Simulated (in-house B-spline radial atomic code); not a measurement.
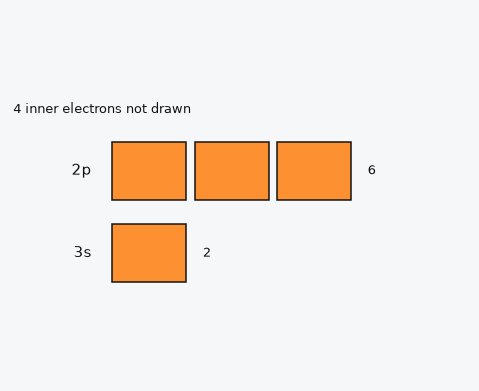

Figure 1. The outer shells of the closed core: a box for each of the 2l + 1 orbitals, shaded by the share of the shell that is filled, with the electron count at the right.

**Many-body perturbation calculation, with input and output: S²⁺**

S²⁺, core [Ne] 3s2. Computed at this level: configuration interaction of two valence electrons with many-body perturbation theory for the core (screened one- and two-electron correlation potentials), Breit and QED, no-pair Dirac, B-spline basis (in-house B-spline radial atomic code).

### The input
```
basis_form = 3
Z = 16
core_configuration = [Ne] 3s2
rms_radius = 3.2611
mass_number = 32
speed_of_light = 137.035999084
box_radius = 22.5
lmax = 6
intervals = 66
virtual_cutoff = 512.0
```

Hardware: 1 CPU thread, shared host.

Launched within a batch (the task file carries these settings):
```bash
python <driver script> task.json out
```

The program writes its results to a structured record and prints no log; tables and figures of this report are taken from that record.

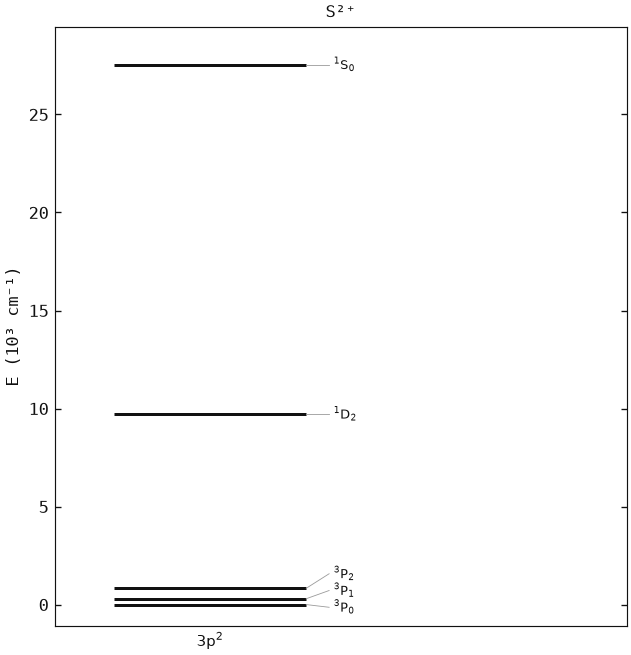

Figure 2. Levels of S²⁺, two electrons outside the core [Ne] 3s². CI+MBPT: configuration interaction in the frozen-core Dirac–Hartree–Fock potential with screened core-valence correlation, Breit and QED terms; computed with a B-spline radial code. The lowest level is 3p² ³P₀. The first excited level, 3p² ³P₁, lies at 298 cm⁻¹. The ground term spreads over 831 cm⁻¹ in the order J = 0, 1, 2, a normal multiplet. All levels drawn have even parity, so no electric dipole line joins them. The ionisation energy is 34.77 eV, against 33.80 eV from CI without core-valence correlation and a semi-empirical value of 34.86 eV.

```
  Level  E (cm⁻¹)
3p² ³P₀         0
3p² ³P₁       298
3p² ³P₂       831
3p² ¹D₂     9,704
3p² ¹S₀    27,530
```

### Key numbers

- outcome: converged
- wall time: 2.7 min

### Notes

Caveats: the outer s2 shell is a soft core here, levels are rough; the outer n is counted by energy, so a perturber such as np2 can shift it by one.
